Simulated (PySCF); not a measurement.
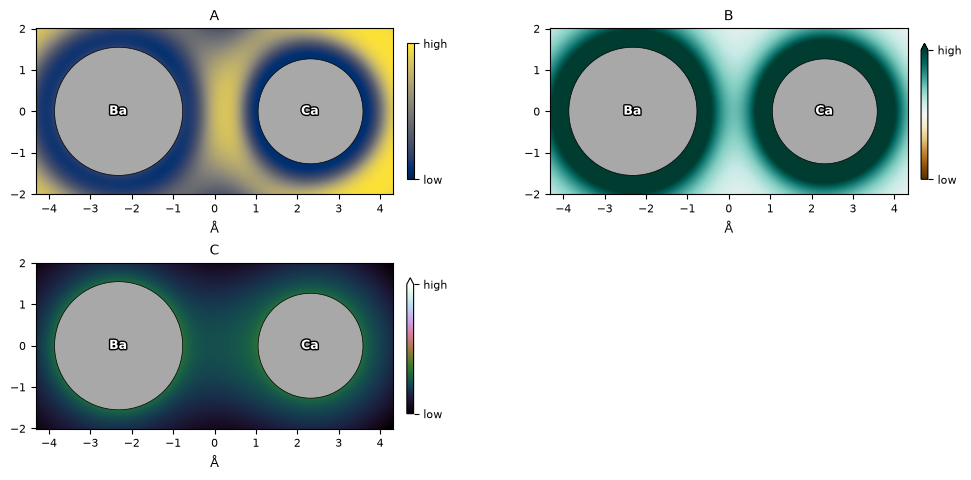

BaCa: 3 fields on a plane that holds the molecular axis, with unlabelled colour scales. Grey discs cover the atomic cores.

All numbers below come from PySCF, PBE0/x2c-TZVPall, spin-free X2C-1e, Gaussian nucleus, at a bond length of 4.638 Å.

```json
{"atom": "Ba", "x (Å)": "0.0000", "y (Å)": "0.0000", "z (Å)": "-1.0420"}
{"atom": "Ca", "x (Å)": "0.0000", "y (Å)": "0.0000", "z (Å)": "3.5960"}
```

Which field does each panel show? The fields are: electron density, electron localisation function and electrostatic potential.

Panel A: electron localisation function. Panel B: electrostatic potential (strongly positive close to the atoms and fading to about zero outside). Panel C: electron density.
